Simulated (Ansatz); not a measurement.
We consider CsCl-type CoGa, described by B3LYP (VWN-RPA form) (PAW; Ansatz, an electronic-structure program).

Settings: plane-wave cutoff 460 eV, 10×10×10 k mesh, Fermi–Dirac smearing 0.05 eV, no spin polarisation, scalar-relativistic PAW data made under PBE.

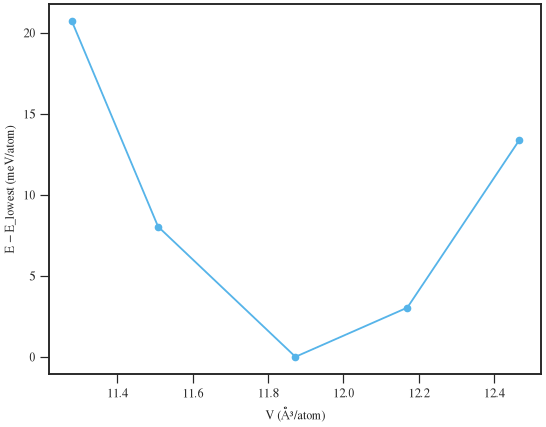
Figure. Total energy against volume

Question: From the curve, estimate the equilibrium volume and the bulk modulus.

Answer: V0 ≈ 11.9 Å³/atom and B0 ≈ 180 GPa; the fit gives V0 = 11.908 Å³/atom, B0 = 180 GPa, B′ = 4.9.

Note: the run has no spin polarisation, so it can have missed a magnetic state.
